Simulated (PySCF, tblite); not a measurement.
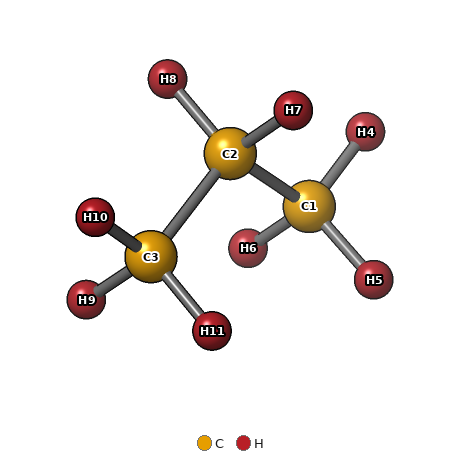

C₃H₈ (propane), SMILES CCC. Simulated ¹H spectrum at 500 MHz, line width 1.5 Hz, from GIAO shifts (PBE0/pcSseg-1, against TMS) and couplings (B3LYP/pcJ-1), PySCF, at a GFN2-xTB geometry (a minimum by its frequencies). Gas phase, values of one conformer, averaged over methyl-type rotors and exact or near symmetry; couplings among ¹H are treated exactly, other nuclei are left out. The spin-dipole term of J is left out for all pairs. The upper panels enlarge each group of lines, each scaled alone.

Q: Give the shifts and couplings that make up the spectrum.

A:
| δ (ppm) | nuclei | atoms |
| --- | --- | --- |
| 1.38 | 2 | H7, H8 |
| 1.00 | 6 | H4, H5, H6, H9, H10, H11 |


| pair | J (Hz) |
| --- | --- |
| H7/H8 – H4/H5/H6/H9/H10/H11 | 7.7 |

Not listed: couplings under 0.5 Hz, those between magnetically equivalent nuclei.

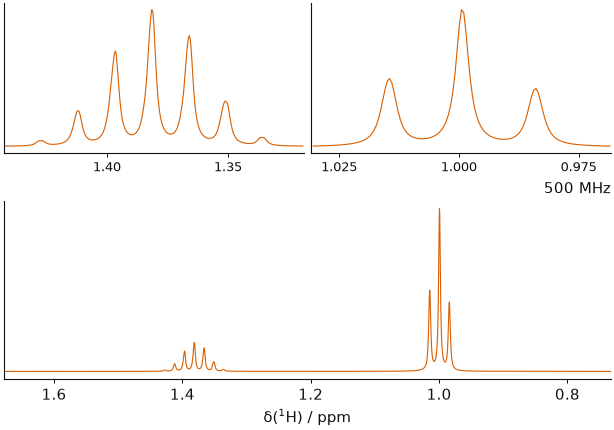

Caveats, for all or some of the runs: the tight-binding geometry is rougher than a DFT one and adds to the error.
